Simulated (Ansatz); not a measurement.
# C2H8OSSi: the cost of one run

Method: RKS CAM-B3LYP-D4/6-31G*, in Ansatz 0.2.0.

## (1) The starting structure

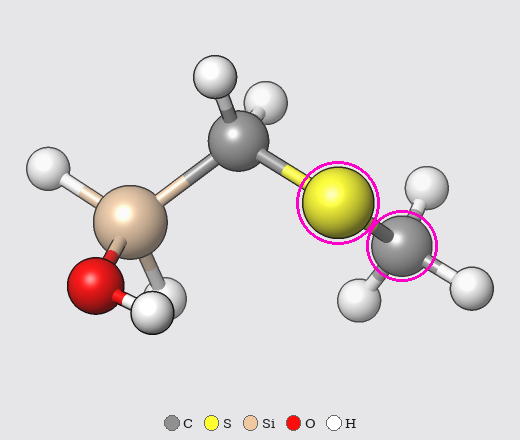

Start, viewed from a chosen angle; carbon grey, sulfur yellow, silicon light orange, oxygen red, hydrogen white. Ringed: C1, S2.

As a file:

```xyz
13

C    -1.6731    0.7426    0.9711
S    -0.0192    1.3586    0.7370
C     0.8147   -0.2469    0.6692
Si    0.9647   -0.8909   -1.0599
O     1.4867    0.1886   -2.1731
H    -2.3788    1.6720    1.0541
H    -2.0245    0.2036    0.1022
H    -1.7678    0.2055    1.8630
H     1.8748   -0.0625    1.0746
H     0.3811   -0.9496    1.4022
H    -0.4909   -1.2672   -1.4667
H     1.7384   -2.1208   -1.1024
H     1.1145    1.1323   -2.0565
```

## (2) End point A

input.yaml reads:

```yaml
crystal:
  periodic: [false, false, false]
  atoms:
    - { symbol: C, position_ang: [-1.6731, 0.7426, 0.9711] }
    - { symbol: S, position_ang: [-0.0192, 1.3586, 0.737] }
    - { symbol: C, position_ang: [0.8147, -0.2469, 0.6692] }
    - { symbol: Si, position_ang: [0.9647, -0.8909, -1.0599] }
    - { symbol: O, position_ang: [1.4867, 0.1886, -2.1731] }
    - { symbol: H, position_ang: [-2.3788, 1.672, 1.0541] }
    - { symbol: H, position_ang: [-2.0245, 0.2036, 0.1022] }
    - { symbol: H, position_ang: [-1.7678, 0.2055, 1.863] }
    - { symbol: H, position_ang: [1.8748, -0.0625, 1.0746] }
    - { symbol: H, position_ang: [0.3811, -0.9496, 1.4022] }
    - { symbol: H, position_ang: [-0.4909, -1.2672, -1.4667] }
    - { symbol: H, position_ang: [1.7384, -2.1208, -1.1024] }
    - { symbol: H, position_ang: [1.1145, 1.1323, -2.0565] }
basis:
  gaussian: { orbitals: "6-31G*" }
hamiltonian:
  xc: cam_b3lyp
  dispersion: d4
relax:
  f_tol: 0.015
  max_steps: 40
```

Run with:

```sh
$ ansatz run input.yaml --threads 2 --pin off --max-ram 3072MiB --backend cpu --events-out ev --progress --plain --runs-dir out
```

What time and memory should one allow on 2 threads of Intel Xeon Platinum 8488C (Sapphire Rapids), shared host?

About 63 s, with a peak of 0.29 GiB.
